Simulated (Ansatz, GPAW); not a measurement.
# How Ni2TeSe (model structure) absorbs and reflects light, part 3 of 3

Aim: the dielectric function of Ni2TeSe (model structure), and the optical constants that follow from it. The structure is a model built here, which may or may not match a known phase. It was built so: 1 of the 2 Se atoms of the cell replaced by Te in the P6_3/mmc structure of NiSe. The cell is first relaxed with Ansatz.

GPAW 26.7.0; DFT, RPBE, plane-wave PAW (GPAW data sets), scalar-relativistic, RPA, optical limit.

So far. Step 3 (Ground state): There are states at the Fermi level within the smearing, so the occupations stay smeared and the carriers get a Drude term.

**5. Dielectric function, RPA**

Transitions between filled and empty bands, summed over the zone, give the optical response, so mesh, band count and broadening shape it.

The induced potential is part of this response.

This step: DFT, RPBE, plane-wave PAW (GPAW data sets), scalar-relativistic, RPA, optical limit (GPAW 26.7.0).

df.py

```python
from gpaw.response.df import DielectricFunction

df = DielectricFunction('full.gpw', frequencies={'type': 'nonlinear', 'domega0': 0.03, 'omega2': 8},
                        ecut=50,
                        eta=0.1,
                        nbands=57,
                        rate=0.2,
                        txt='df.txt')
for direction in ['x', 'z']:
    df.get_dielectric_function(xc='RPA', direction=direction, filename=f'df_{direction}.csv')
```

Started as:

```
$ OMP_NUM_THREADS=1 python df.py
```

What it wrote:

```text
Using integrator: PointIntegrator
NonLinearFrequencyDescriptor(from 0.000 to 94.979 eV, 536 points)
Nonperiodic BCs:  [False False False]
Using integrator: PointIntegrator
NonLinearFrequencyDescriptor(from 0.000 to 94.979 eV, 536 points)
Nonperiodic BCs:  [False False False]
Using integrator: PointIntegrator

Calculating chi0 body with:
    Ground state adapter containing:
    Number of spins: 2
    Number of kpoints: 600
    Number of irreducible kpoints: 72
    Number of completely occupied states: 18
    Number of partially occupied states: 24

    Linear response parametrization:
    q_c: [0.0, 0.0, 0.0]
    Number of frequency points: 536
    Planewave cutoff: 50.0
    Number of bands: 57
    Number of planewaves: 55
    Broadening (eta): 0.1

Integrating chi0 body.

Symmetries of q_c:
    Direct symmetries (Uq -> q): 6
    Indirect symmetries (TUq -> q): 6
In total 12 allowed symmetries.

72 groups of equivalent kpoints. 88.0% reduction.

Integral kind: spectral function

Calculating chi0 optical extensions with:
    Ground state adapter containing:
    Number of spins: 2
    Number of kpoints: 600
    Number of irreducible kpoints: 72
    Number of completely occupied states: 18
    Number of partially occupied states: 24

    Linear response parametrization:
    Number of frequency points: 536
    Planewave cutoff: 50.0
    Number of bands: 57
    Number of planewaves: 55
    Broadening (eta): 0.1
Integrating chi0 head and wings.

Symmetries of q_c:
    Direct symmetries (Uq -> q): 6
    Indirect symmetries (TUq -> q): 6
In total 12 allowed symmetries.

72 groups of equivalent kpoints. 88.0% reduction.

Integral kind: spectral function wings

Calculating drude chi0 with:
    Number of frequency points:536
    Plasma frequency decay rate: 0.2 eV

    Ground state adapter containing:
    Number of spins: 2
    Number of kpoints: 600
    Number of irreducible kpoints: 72
    Number of completely occupied states: 18
    Number of partially occupied states: 24

Symmetries of q_c:
    Direct symmetries (Uq -> q): 6
    Indirect symmetries (TUq -> q): 6
In total 12 allowed symmetries.

72 groups of equivalent kpoints. 88.0% reduction.

Integral kind: intraband
Plasma frequency:
[[4.07-0.j 0.  -0.j 0.  +0.j]
 [0.  -0.j 4.07-0.j 0.  -0.j]
 [0.  +0.j 0.  -0.j 4.9 +0.j]]
```

Elapsed: 48 s, on 1 thread of Intel Xeon 6975P-C (Granite Rapids), shared host; peak memory 0.35 GiB.

Some rows of df_x.csv (energy; Re and Im without local fields; Re and Im with them):

```text
0.000000, 829.432024, -0.000000, 828.627416, -0.000000
0.555532, -77.993903, 101.897315, -78.337403, 101.753432
1.143969, -23.731584, 34.359485, -23.943556, 34.003372
1.768324, -12.247961, 16.699693, -12.298596, 16.674993
2.431988, -5.710348, 9.043704, -5.952366, 9.269008
3.138794, -0.955231, 7.639955, -1.638299, 7.713570
3.893091, -0.270574, 9.032038, -0.707542, 8.735573
4.699832, -2.138819, 9.157772, -2.290082, 8.778669
5.564682, -1.747683, 4.703124, -1.995065, 4.505664
6.494155, 1.493979, 5.161321, 0.928932, 4.758085
7.495775, -0.686436, 7.151877, -0.687669, 6.216487
8.578281, -2.746756, 4.958460, -2.299407, 4.675196
9.751884, -1.846783, 3.359888, -1.454885, 2.793051
11.028587, -1.713869, 2.063887, -1.429353, 1.944033
12.422601, -1.310761, 1.378819, -1.128961, 1.290591
13.950874, -0.877228, 1.070270, -0.641063, 1.086695
15.633783, -0.604985, 0.642549, -0.524663, 0.712604
17.496047, -0.292510, 0.537568, -0.184706, 0.536641
19.567954, -0.080538, 0.345769, -0.023585, 0.409511
```

The Im ε has structure finer than the step of the table below, so its rows give means over 1 eV, whole bins alone (the curve runs from 0.619 to 19.9 eV). Peaks (eV: height): E ∥ x 2.7: 10.4, 3.8: 9.28, 4.6: 9.37, 7.3: 6.91; E ∥ z 3.6: 12.5, 4.1: 10.3, 7.2: 6.34.

Sum at mesh points, not converged in k. The Im ε by photon energy; means over each step:

```tsv
photon energy (eV)	E ∥ x	E ∥ z
2	15.5	10.1
3	8.53	8.56
4	8.60	9.25
5	6.84	4.69
6	4.02	4.74
7	5.54	5.48
8	5.66	3.29
9	3.45	3.13
10	2.66	2.77
11	2.02	2.57
12	1.55	1.67
13	1.15	1.44
14	1.13	1.20
15	0.922	1.00
16	0.730	0.987
17	0.578	0.634
18	0.500	0.600
19	0.459	0.458
```

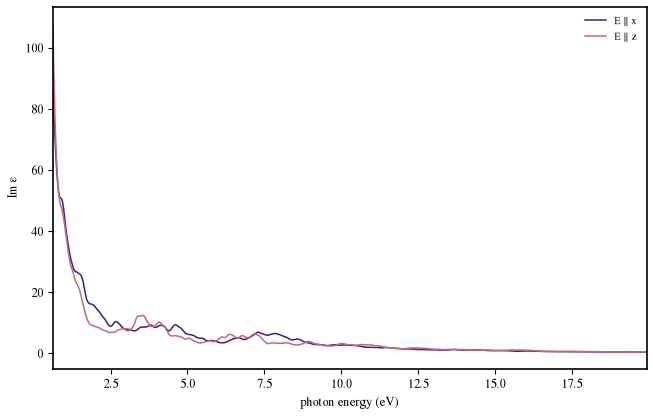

Im ε against photon energy.

Values under 1 per cm are given as 1; sum at mesh points, not converged in k. The absorption coefficient by photon energy:

```tsv
photon energy (eV)	E ∥ x (1/cm)	E ∥ z (1/cm)
1.01	6.5e5	7.5e5
1.99	7.5e5	7.1e5
3.02	7.0e5	6.1e5
3.98	8.5e5	9.4e5
4.98	1.1e6	9.5e5
6.02	8.9e5	8.3e5
6.99	9.9e5	1.2e6
8.03	1.7e6	1.2e6
9.02	1.7e6	1.5e6
10.03	1.5e6	1.4e6
11.03	1.5e6	1.6e6
12.02	1.5e6	1.3e6
13.00	1.4e6	1.5e6
14.04	1.4e6	1.5e6
14.96	1.3e6	1.3e6
16.03	1.3e6	1.5e6
16.96	1.2e6	1.2e6
18.05	1.0e6	1.2e6
18.97	9.5e5	1.0e6
```

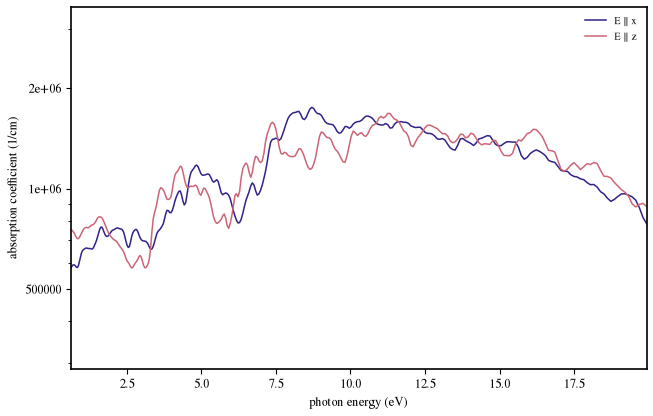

Absorption coefficient, plotted against photon energy.

The Im ε, E ∥ x has structure finer than the step of the table below, so its rows give means over 1 eV, whole bins alone (the curve runs from 0.619 to 19.9 eV). Peaks (eV: height): without local fields 2.7: 10.1, 3.8: 9.66, 4.6: 9.89, 7.3: 8.04; with local fields 2.7: 10.4, 3.8: 9.28, 4.6: 9.37, 7.3: 6.91.

Sum at mesh points, not converged in k. Table of Im ε, E ∥ x by photon energy; means over each step:

```tsv
photon energy (eV)	without local fields	with local fields
2	15.4	15.5
3	8.42	8.53
4	8.95	8.60
5	7.18	6.84
6	4.27	4.02
7	6.34	5.54
8	6.35	5.66
9	3.75	3.45
10	3.04	2.66
11	2.12	2.02
12	1.60	1.55
13	1.26	1.15
14	1.09	1.13
15	0.873	0.922
16	0.683	0.730
17	0.564	0.578
18	0.469	0.500
19	0.405	0.459
```

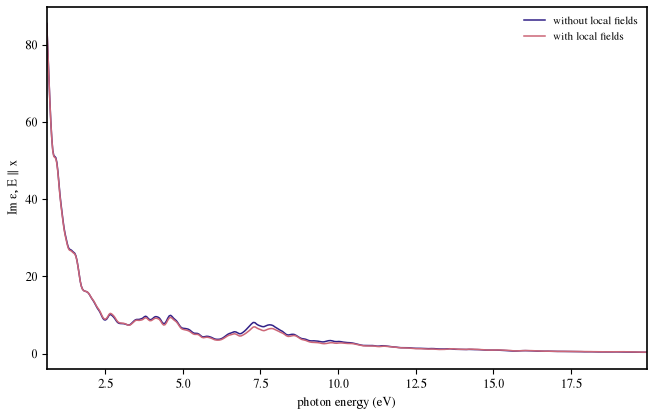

Im ε, E ∥ x, plotted against photon energy.

Sum at mesh points, not converged in k. Table of loss function −Im 1/ε at q → 0 by energy loss; read off at these points:

```tsv
energy loss (eV)	E ∥ x	E ∥ z
1	0.0158	0.0110
2	0.0478	0.0455
3	0.116	0.131
4	0.116	0.102
5	0.135	0.177
6	0.264	0.208
7	0.185	0.189
8	0.148	0.267
9	0.191	0.241
10	0.287	0.302
11	0.331	0.299
12	0.386	0.511
13	0.565	0.510
14	0.695	0.623
15	0.832	0.855
16	1.06	0.786
17	1.44	1.37
18	1.88	1.47
19	2.09	2.12
```

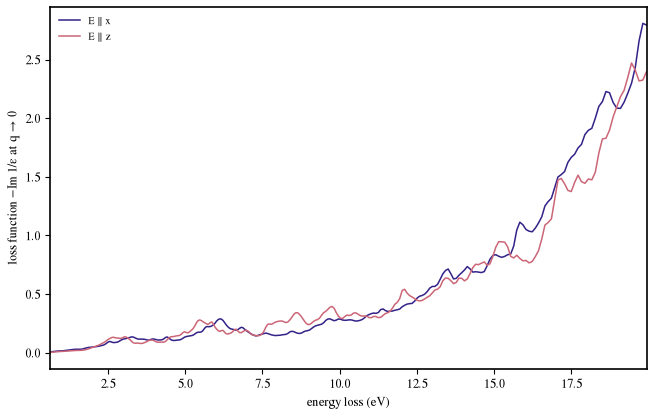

Loss function −Im 1/ε at q → 0 against energy loss.

The reflectivity at normal incidence has structure finer than the step of the table below, so its rows give means over 1 eV, whole bins alone (the curve runs from 0.619 to 19.9 eV). Peaks (eV: height): E ∥ x 4.9: 48.8, 8.8: 48.8, 15.6: 37.9; E ∥ z 4.3: 56.0, 7.5: 49.7, 9.1: 37.5, 11.6: 42.3, 16.4: 37.6.

Sum at mesh points, not converged in k. The reflectivity at normal incidence by photon energy; means over each step:

```tsv
photon energy (eV)	E ∥ x (%)	E ∥ z (%)
2	64.6	70.3
3	45.5	41.2
4	41.0	50.0
5	45.1	42.9
6	31.2	28.7
7	30.1	38.1
8	41.4	38.0
9	46.2	33.2
10	40.1	30.5
11	42.3	36.6
12	42.5	35.9
13	38.5	35.4
14	32.8	32.6
15	34.7	28.9
16	33.4	31.0
17	31.5	31.4
18	26.6	27.0
19	22.0	25.4
```

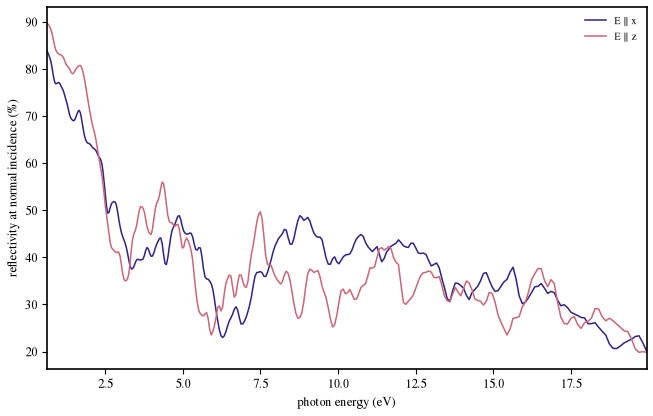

Reflectivity at normal incidence against photon energy.

Optical constants at common wavelengths, from n + ik = √ε:

```tsv
wavelength (nm)	n x	k x	R (%) x	1/α x	n z	k z	R (%) z	1/α z
1064	2.92	5.614	75.1	15 nm	2.36	6.471	82.2	13 nm
633	2.10	3.725	64.2	14 nm	1.23	3.621	72.7	14 nm
532	1.71	3.195	61.0	13 nm	1.32	2.793	59.9	15 nm
450	1.84	2.683	51.8	13 nm	1.80	2.123	41.7	17 nm
405	1.75	2.245	44.5	14 nm	1.94	1.899	36.7	17 nm
365	2.04	1.966	37.8	15 nm	2.56	2.385	44.2	12 nm
248	1.44	2.180	46.2	9.1 nm	1.27	1.900	42.0	10 nm
```

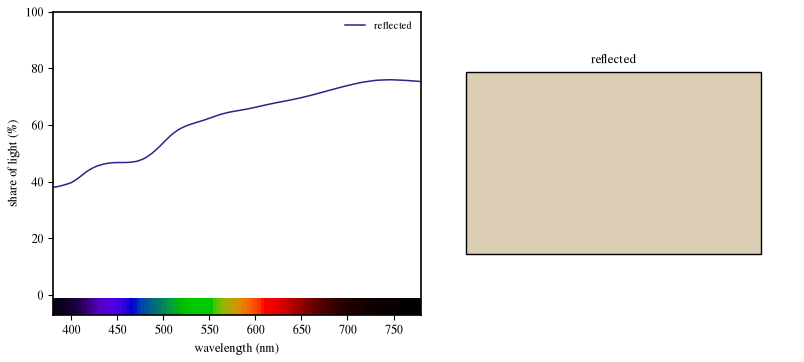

Light reflected across the visible range, with the colour that it makes of daylight (sRGB).

A polished face would reflect 62 % of daylight and look yellow (CIE x = 0.342, y = 0.360 under D65).

**6. Outcome**

In words: At this level (RPBE, RPA) Ni2TeSe is a metal. The mesh is too coarse to trust the carriers' weight, the reflectivity or the colour to better than tens of per cent. The cell grew by 2.6 % in volume. A polished face would reflect 62 % of daylight and look yellow (CIE x = 0.342, y = 0.360 under D65). The carriers' damping of 0.2 eV is typed, not computed; it shapes the response at the lowest energies. Spin-orbit coupling is left out although heavy atoms are present. The magnetic state comes from one start and need not be the lowest. In this version of GPAW the matrix elements of the optical limit are incomplete, which can lower ε − 1 by up to a tenth where first-row anions or d states rule, and shift it by more in d metals. GPAW's carrier term has the form −ωp²/(ω + i·rate)², which damps like twice the rate and fails at low energy, so the curves leave the lowest energies out. The sum runs over mesh points 0.20 Å⁻¹ apart with no interpolation, so peaks are partly noise of the mesh, and the Drude plasma energy, a sum over the Fermi surface, isn't converged. Besides steps told in other documents, this task had 1 step that the program refused or didn't finish; those not told in a step above aren't shown.

[Machine, clock and banner lines and Python warnings are left out of the logs.]

[Logs are printed without paths, hosts, clocks, repeated set-up lines and the standing remarks that a program may print on its own settings, such as how far it seeks lower states.]

[Hosts, paths, dates, database ids (printed as entryN), source tags and the programs' standing remarks are cut or masked in the printed files.]
